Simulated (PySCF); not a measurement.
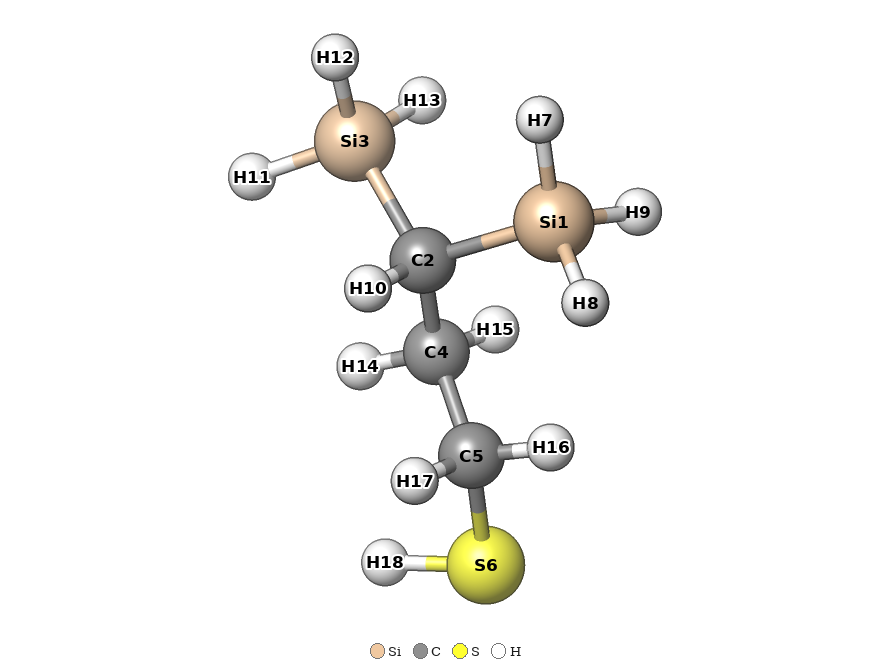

Computed geometry: GFN2-xTB optimisation. No frequency run is at hand to confirm it as a minimum. Electric field gradients from the ground-state density, PBE0/pcSseg-1 (PySCF 2.14.0), non-relativistic apart from any core potentials.

Give the largest field-gradient component, the quadrupole coupling constant and the asymmetry for 33S at S6 (Q = −67.81 mb).

```tsv
atom	V_zz (a.u.)	e²qQ/h (MHz)	η
S6	−2.901	46.2	0.64
```

The geometry is semi-empirical. Around Si such bond lengths and angles can be off by a tenth of an ångström or more and by several degrees, and values that hang on the shape move with them.
